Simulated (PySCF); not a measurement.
**C3H5F (allyl fluoride) at 6 levels**

We compute a comparison of 6 runs (B2PLYP/def2-SVP, BLYP/def2-SVP, PBE/def2-SVP, SVWN5/def2-SVP, TPSS/def2-SVP, CCSD(T)/def2-SVP) of C3H5F (allyl fluoride). Input form: a Python script.

Program for the calculation: PySCF 2.14.0.

3 further runs of the same task are left out: 3 set aside as unsound or not needed.

## (1) Starting point

C3H5F: 9 atoms, total charge 0, spin state singlet. SMILES: `C=CCF`. Geometry: relaxed at PBE0-D4/def2-TZVP. This is one conformer, not always the lowest.

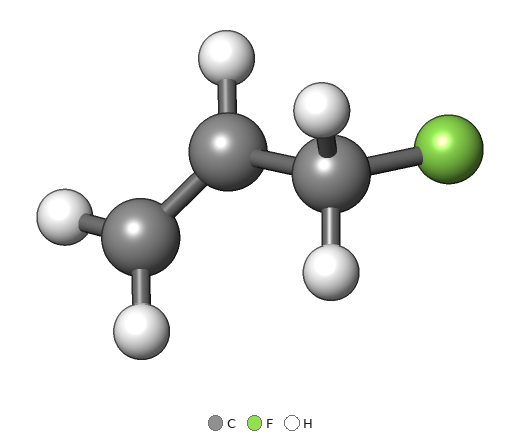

Viewed from a chosen angle; carbon grey, fluorine green, hydrogen white.

## (2) The energy at B2PLYP/def2-SVP (run 1)

mol.xyz reads:

```xyz
9
C3H5F
C     -0.578000     1.122500    -0.608000
C      0.352500     0.215400    -0.353400
C      0.200500    -0.852800     0.668500
F      0.430500    -2.098200     0.102300
H     -0.422500     1.909200    -1.336700
H     -1.531700     1.114000    -0.089100
H      1.299800     0.230700    -0.886500
H      0.929800    -0.730800     1.477200
H     -0.806800    -0.852300     1.094700
```

input.py reads:

```python
from pyscf import gto, dft, mp

mol = gto.Mole()
mol.atom = 'mol.xyz'
mol.charge = 0
mol.basis = 'def2-svp'
mol.verbose = 4
mol.spin = 0
mol.max_memory = 1860
mol.build()

mf = dft.RKS(mol, xc='0.53*HF + 0.47*B88, 0.73*LYP')
mf.grids.level = 5
mf.conv_tol = 1e-10
mf.kernel()
if not mf.converged:
    mf = mf.newton().run(mf.mo_coeff, mf.mo_occ)

pt = mp.MP2(mf, frozen=4).run()
energy = mf.e_tot + 0.27 * pt.e_corr
print('PT2 part  %.8f' % (0.27 * pt.e_corr))
print('E = %.10f Eh' % energy)
```

Started as:

```console
$ OMP_NUM_THREADS=1 python input.py
```

The program printed:

```text
PySCF version 2.14.0

[... 79 lines left out ...]
converged SCF energy = -216.563033038258
[... 1 line left out ...]
******** <class 'pyscf.mp.mp2.RMP2'> ********
nocc = 12, nmo = 77
frozen orbitals 4
E(RMP2) = -217.276635090771  E_corr = -0.713602052512762
E(SCS-RMP2) = -217.268935716777  E_corr = -0.705902678518948
E_corr(same-spin) = -0.1735612898035
E_corr(oppo-spin) = -0.540040762709262
PT2 part  -0.19267255
E = -216.7557055924 Eh
```

Run time: 17 s. Hardware: 1 thread of Arm Neoverse V1, shared host; peak memory 0.4 GiB.

## (3) The energy at BLYP/def2-SVP (run 2)

calc.py reads:

```python
from pyscf import gto, dft

mol = gto.M(
    atom='''
C     -1.092262     2.121218    -1.148953
C      0.666128     0.407047    -0.667829
C      0.378890    -1.611558     1.263282
F      0.813527    -3.965023     0.193319
H     -0.798409     3.607865    -2.525997
H     -2.894494     2.105155    -0.168375
H      2.456266     0.435960    -1.675242
H      1.757067    -1.381012     2.791503
H     -1.524631    -1.610614     2.068683
''',
    basis='def2-svp',
    max_memory=1860,
    charge=0,
    spin=0,
    verbose=3,
    unit='bohr',
)

calc0 = dft.RKS(mol)
calc0.xc = 'blyp'
calc0.grids.level = 5
calc0.conv_tol = 1e-10
calc0.kernel()
if not calc0.converged:
    calc0 = calc0.newton().run(calc0.mo_coeff, calc0.mo_occ)

etot = calc0.e_tot
print('E = %.10f Eh' % etot)
```

Started as:

```console
$ OMP_NUM_THREADS=1 python calc.py
```

The program printed:

```text
converged SCF energy = -216.892326205437
E = -216.8923262054 Eh
```

Wall time 17 s (1 thread of Arm Neoverse V1, shared host); peak memory 0.4 GiB.

Runs 3 to 5 aren't shown in full; the table further down has their settings and results.

## (4) The energy at CCSD(T)/def2-SVP (run 6)

run.py reads:

```python
from pyscf import gto, cc

molecule = gto.Mole()
molecule.atom = [
    ('C', (-0.578000, 1.122500, -0.608000)),
    ('C', (0.352500, 0.215400, -0.353400)),
    ('C', (0.200500, -0.852800, 0.668500)),
    ('F', (0.430500, -2.098200, 0.102300)),
    ('H', (-0.422500, 1.909200, -1.336700)),
    ('H', (-1.531700, 1.114000, -0.089100)),
    ('H', (1.299800, 0.230700, -0.886500)),
    ('H', (0.929800, -0.730800, 1.477200)),
    ('H', (-0.806800, -0.852300, 1.094700)),
]
molecule.verbose = 4
molecule.max_memory = 1860
molecule.basis = 'def2-svp'
molecule.spin = 0
molecule.build()

calc0 = molecule.RHF()
calc0.conv_tol = 1e-10
calc0.kernel()
if not calc0.converged:
    calc0 = calc0.newton().run(calc0.mo_coeff, calc0.mo_occ)

mycc = cc.CCSD(calc0, frozen=4)
mycc.kernel()
e_t = mycc.ccsd_t()
e_final = mycc.e_tot + e_t
print('Final energy', e_final)
```

Started as:

```console
$ OMP_NUM_THREADS=1 python run.py
```

The program printed:

```text
PySCF version 2.14.0

[... 65 lines left out ...]
converged SCF energy = -215.755176062471
[... 12 lines left out ...]
Init t2, MP2 energy = -216.343443742394  E_corr(MP2) -0.588267679922249
[... 12 lines left out ...]
CCSD converged
[... 2 lines left out ...]
Final energy -216.4009288728421
```

Run time: 27 s. Hardware: 1 thread of Arm Neoverse V1, shared host; peak memory 0.39 GiB.

## (5) All runs side by side

| run | level | frozen core orbitals | integration grid | energy (Eh) | dipole moment (D) of the reference | HOMO energy (eV) | LUMO energy (eV) | wall time |
| --- | --- | --- | --- | --- | --- | --- | --- | --- |
| 1 | B2PLYP/def2-SVP | 4 | 5 | -216.755706 | 1.96 | -8.91 | 1.56 | 17 s |
| 2 | BLYP/def2-SVP | – | 5 | -216.892326 | 1.61 | -6.53 | -0.88 | 17 s |
| 3 | PBE/def2-SVP | – | 5 | -216.709411 | 1.62 | -6.73 | -1.07 | 17 s |
| 4 | SVWN5/def2-SVP | – | 5 | -215.225543 | 1.68 | -6.88 | -1.29 | 11 s |
| 5 | TPSS/def2-SVP | – | 5 | -216.999939 | 1.70 | -6.77 | -0.86 | 37 s |
| 6 | CCSD(T)/def2-SVP | 4 | – | -216.400929 | 2.17 | -10.55 | 4.10 | 27 s |

## (6) Outcome

| quantity | value |
| --- | --- |
| run 6: total energy | -216.40093 Eh |
| run 6: dipole moment (Hartree–Fock density) | 2.17 D |
| run 6: HOMO energy (Hartree–Fock orbitals) | -10.55 eV |
| run 6: LUMO energy (Hartree–Fock orbitals) | 4.10 eV |
| run 6: HOMO–LUMO gap (Hartree–Fock orbitals) | 14.66 eV |
| run 6: correlation energy (4 core orbitals frozen) | -645.8 mEh |
| run 6: (T) correction | -17.37 mEh |
| run 6: T1 diagnostic | 0.010 |

**Reading.** Over runs 1, 2, 3, 4, 5 the dipole moment (its size) runs from 1.61 D (BLYP/def2-SVP) to 1.96 D (B2PLYP/def2-SVP). A double hybrid's value is that of its SCF part. Over runs 1, 2, 3, 4, 5 the HOMO–LUMO gap runs from 5.59 eV (SVWN5/def2-SVP) to 10.47 eV (B2PLYP/def2-SVP). Totals of different functionals can't be ranked against each other. All runs together took 2.1 min, the longest 37 s.
